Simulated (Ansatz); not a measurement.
**SiH4O (Si(OH)H3) at CAM-B3LYP/STO-3G**

What is the energy change on altering one bond length of SiH4O (Si(OH)H3) at CAM-B3LYP/STO-3G? 

The calculation is run with Ansatz 0.2.0.

57 further runs of the same task are left out: 2 that didn't finish, 55 set aside as unsound or not needed.

## Step 1: The structure to begin with

SiH4O: 6 atoms, total charge 0, spin state singlet. As SMILES, `[H][Si]([H])([H])O`. The shape is that of a GFN2-xTB optimisation.

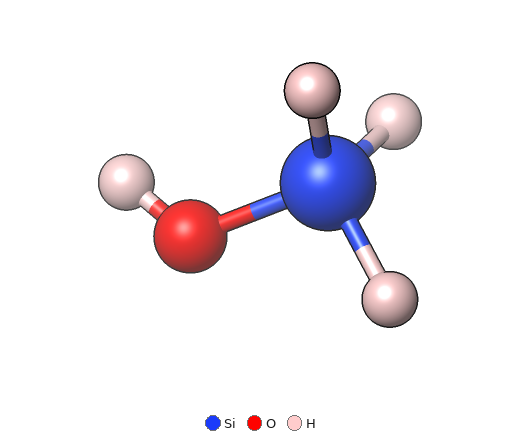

Viewed from a chosen angle; silicon blue, oxygen red, hydrogen pink.

## Step 2: A single-point energy at CAM-B3LYP/STO-3G

Contents of run.yaml:

```yaml
crystal:
  periodic: [false, false, false]
  atoms:
    - {symbol: Si, position_ang: [-0.059940, -0.114970, -0.407910]}
    - {symbol: O, position_ang: [-0.059540, -0.091910, 1.217130]}
    - {symbol: H, position_ang: [0.327320, 0.620940, 1.717260]}
    - {symbol: H, position_ang: [1.313150, -0.112770, -0.916850]}
    - {symbol: H, position_ang: [-0.760380, 1.058380, -0.933190]}
    - {symbol: H, position_ang: [-0.760600, -1.359670, -0.676430]}
basis:
  gaussian:
    orbitals: STO-3G
hamiltonian:
  xc: {name: CAM-B3LYP}
accuracy: high
```

The run is started by

```bash
ansatz run run.yaml --threads 1 --pin off --max-ram 2610MiB --events-out events.jsonl --progress --plain --runs-dir runs
```

Standard output:

```text
Warning: RAYON_NUM_THREADS=1 ignored (pool sized by the plan → 1); use --threads N
Functional definition: CAM-B3LYP
  name "CAM-B3LYP"
  parameter alpha = 0.19
  parameter beta = 0.46
  parameter omega = 0.33/bohr
  parameter ac = 0.81
  exchange = (1 - alpha - beta)*b88_x + beta*b88_x_sr(omega) + alpha*exact_x + beta*exact_x_lr(omega)
  correlation = (1 - ac)*vwn5_c + ac*lyp_c
314 factors; integrals over basis functions are off by at most 2.2e-8 eV
152 factors; integrals over basis functions are off by at most 7.7e-10 eV
mean field evaluation 1: about -9866.2008 eV, gradient 2.1e1 eV
mean field evaluation 2: about -9867.1198 eV, gradient 1.4e1 eV
mean field evaluation 4: about -9867.6885 eV, gradient 2.0e-1 eV
mean field evaluation 8: about -9867.6546 eV, gradient 3.3e-4 eV
mean field -9867.65457812 eV, -362.6296172096 hartree, gradient 5.9e-8 eV, S^2 0.000000; 0 other end points of the search recorded, 0 dependent functions left out
reference -9867.65459093 eV, -362.6296176802 hartree; 13, 13 occupied and 5, 5 virtual orbitals, 314 factors
Total energy: -9867.65459093 eV, -362.6296176802 hartree
```

Wall time 0.91 s (1 thread of Intel Xeon Platinum 8488C (Sapphire Rapids), shared host); peak memory 0.13 GiB.

## Step 3: The distorted shape, same level

Contents of molecule.yaml:

```yaml
crystal:
  periodic: [false, false, false]
  atoms:
    - {symbol: Si, position_ang: [-0.060040, -0.120735, -0.814165]}
    - {symbol: O, position_ang: [-0.059540, -0.091910, 1.217130]}
    - {symbol: H, position_ang: [0.327320, 0.620940, 1.717260]}
    - {symbol: H, position_ang: [1.313050, -0.118535, -1.323105]}
    - {symbol: H, position_ang: [-0.760480, 1.052615, -1.339445]}
    - {symbol: H, position_ang: [-0.760700, -1.365435, -1.082685]}
basis:
  gaussian:
    orbitals: STO-3G
magnetization:
  spin_polarized: false
hamiltonian:
  xc: {name: CAM-B3LYP}
accuracy: high
```

The run is started by

```bash
ansatz run molecule.yaml --threads 1 --pin off --max-ram 2610MiB --events-out events.jsonl --progress --plain --runs-dir runs
```

Standard output:

```text
Warning: RAYON_NUM_THREADS=1 ignored (pool sized by the plan → 1); use --threads N
Functional definition: CAM-B3LYP
  name "CAM-B3LYP"
  parameter alpha = 0.19
  parameter beta = 0.46
  parameter omega = 0.33/bohr
  parameter ac = 0.81
  exchange = (1 - alpha - beta)*b88_x + beta*b88_x_sr(omega) + alpha*exact_x + beta*exact_x_lr(omega)
  correlation = (1 - ac)*vwn5_c + ac*lyp_c
310 factors; integrals over basis functions are off by at most 3.1e-8 eV
150 factors; integrals over basis functions are off by at most 1.3e-9 eV
mean field evaluation 1: about -9863.5154 eV, gradient 2.7e1 eV
mean field evaluation 2: about -9863.3700 eV, gradient 3.0e1 eV
mean field evaluation 4: about -9866.4421 eV, gradient 3.1e-1 eV
mean field evaluation 8: about -9866.3920 eV, gradient 2.0e-3 eV
mean field evaluation 16: about -9866.3920 eV, gradient 1.0e-8 eV
mean field -9866.39201343 eV, -362.5832188130 hartree, gradient 9.9e-9 eV, S^2 0.000000; 0 other end points of the search recorded, 0 dependent functions left out
reference -9866.39202665 eV, -362.5832192987 hartree; 13, 13 occupied and 5, 5 virtual orbitals, 310 factors
Total energy: -9866.39202665 eV, -362.5832192987 hartree
```

Wall time 1.2 s (1 thread of Intel Xeon Platinum 8488C (Sapphire Rapids), shared host); peak memory 0.13 GiB.

## Step 4: Outcome

Level: CAM-B3LYP/STO-3G.

| quantity | value |
| --- | --- |
| first shape: total energy | -362.62962 Eh |
| distorted shape: total energy | -362.58322 Eh |
| energy change with the Si1–O2 bond stretched from 1.625 to 2.031 Å | 1.263 eV |

**Reading.** With the Si1–O2 bond stretched from 1.625 to 2.031 Å the energy rises by 1.26 eV (29 kcal/mol). The first shape isn't relaxed at this level, so the change isn't measured from a minimum. The minimal basis adds a large error of its own.
